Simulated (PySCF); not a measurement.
```xyz
19

Si    2.7883    0.1750    0.5894
C     1.3453   -0.5779   -0.3899
C    -0.0310   -0.2982    0.2156
C    -1.1385   -1.1245   -0.4765
Si   -2.8061   -0.2569   -0.1591
O    -2.2331    1.2665    0.0974
Si   -0.6248    1.5215    0.1846
Cl   -0.0343    2.5092   -1.4516
H     2.6593    1.6319    0.6530
H     4.0461   -0.1903   -0.0658
H     2.7712   -0.3708    1.9508
H     1.3681   -0.2079   -1.4178
H     1.4889   -1.6613   -0.4517
H    -0.0037   -0.6072    1.2675
H    -0.9431   -1.1338   -1.5526
H    -1.1016   -2.1643   -0.1503
H    -3.4619   -0.6543    1.0820
H    -3.6851   -0.1603   -1.3160
H    -0.4138    2.3129    1.3834
```

Geometry: GFN2-xTB.

Computed with PySCF 2.14.0, PBE0/pcSseg-1, SCF density, gas phase, non-relativistic.

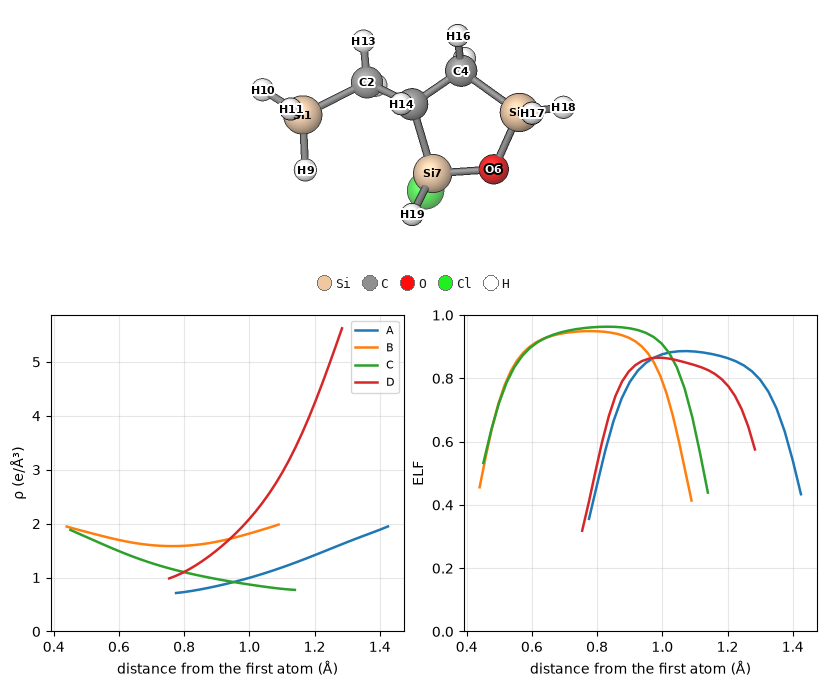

C₃H₁₁ClOSi₃. Total electron density and electron localisation function along straight lines between neighbouring atoms. The curves leave out the atomic cores. The structure is drawn too.

> Which curve belongs to which contact (C–C, C–Si, Si–Cl and Si–O)? The first atom named is at distance zero.

Curve A: Si–Cl (2.00 Å): ρ at the midpoint is about 1 e/Å³; the ELF peaks at about 0.90 between the atoms: a shared but strongly polarised pair. Curve B: C–C (1.53 Å): ρ is about 1.6 e/Å³ halfway; the ELF peaks at about 0.95 between the atoms: a covalent bond. Curve C: C–Si (1.90 Å): the density is about 0.92 e/Å³ at the midpoint; the ELF peaks at about 0.95 between the atoms, as expected for a covalent bond. Curve D: Si–O (1.63 Å): ρ is about 1.2 e/Å³ halfway; the ELF peaks at about 0.85 between the atoms (a shared but strongly polarised pair).
